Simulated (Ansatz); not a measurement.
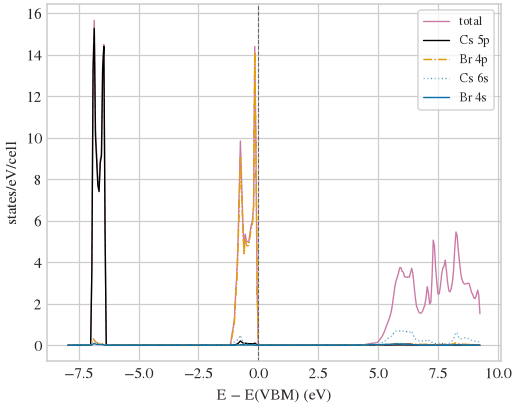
Total and projected density of states of CsBr (CsCl type, Pm-3m), PBE in the plane-wave PAW code Ansatz

### Question
Which orbitals carry the states next to the gap?

### Answer
Top 1 eV of the valence band: Br 4p 95 %. Bottom 1 eV of the conduction band: Cs 6s 44 %, Br 4s 11 %, outside the projected shells 38 %. Projections are on Löwdin-orthogonalised atomic valence shells; empty p or d shells of many metals are not among them.

### Question
Where is the tallest occupied peak in this window, and what makes it?

### Answer
Near -6.8 eV, about 16 states/eV per cell; the largest projected share is Cs 5p.

Symmetry was held in the PBE relaxation. Scalar-relativistic: spin–orbit coupling is off unless named, which matters more the heavier the elements.

Potentials: the later of the program's two PAW sets.
